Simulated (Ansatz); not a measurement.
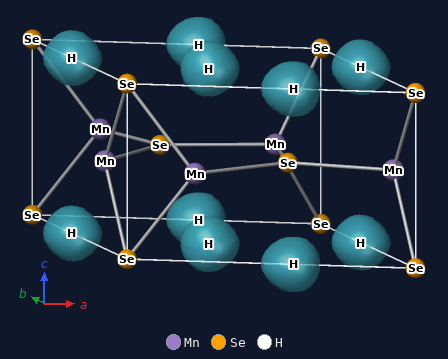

Figure 1: MnHSe. Isosurface of the ELF at 0.9 (cyan), seen slightly off an axis. Core shells and regions of very low density are left out. Sticks mark near contacts.

Space group P-62m; built by placing these elements on a known structure type; not relaxed (largest force 0.6 eV/Å); computed pressure about −14 GPa in this cell; computed without spin polarisation.

The calculation used DFT, PAW plane waves, r2SCAN in Ansatz 0.2.0.

Core electrons are frozen (PAW), and the valence fields are smoothed inside the atomic spheres.

Describe the localisation domains.

At this value the surface marks out three regions around hydrogen nuclei, counted in one cell of 9 atoms. Any copies at cell faces, edges or corners count once. Profiles from the grid: Mn–Se (2.45 Å): the ELF is about 0.45 at the midpoint. Se–H (2.70 Å): the ELF climbs to about 1 towards the hydrogen, as it does in any bond to H.
